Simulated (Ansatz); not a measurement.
# InP: response to strain

Start from InP in the wurtzite structure (space group P6_3mc, No. 186; a = 4.1487 Å, c = 6.8100 Å; a model cell, its experimental status unchecked). Axes: x lies along a and z along c of the hexagonal cell.

Strains are applied to the cell and any free atomic positions relax; under biaxial strain the out-of-plane vector relaxes too.

Calculations: PBEsol (Ansatz, a quantum-chemistry and plane-wave program; PAW; 420 eV plane waves; no spin-orbit coupling).

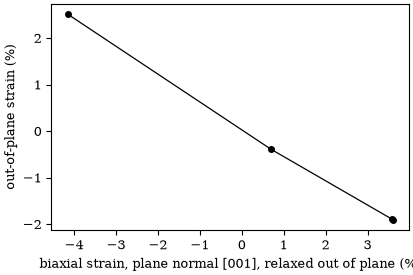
*Out-of-plane strain against biaxial strain, plane normal [001], relaxed out of plane*

```json
[
 {"biaxial strain, plane normal [001], relaxed out of plane (%)": "-4.15", "out-of-plane strain": "+2.51 %"},
 {"biaxial strain, plane normal [001], relaxed out of plane (%)": "0.69", "out-of-plane strain": "-0.38 %"},
 {"biaxial strain, plane normal [001], relaxed out of plane (%)": "3.58", "out-of-plane strain": "-1.89 %"},
 {"biaxial strain, plane normal [001], relaxed out of plane (%)": "3.61", "out-of-plane strain": "-1.90 %"}
]
```

Stability against distortions was not tested. This is not the structure that InP has at room temperature and ambient pressure.
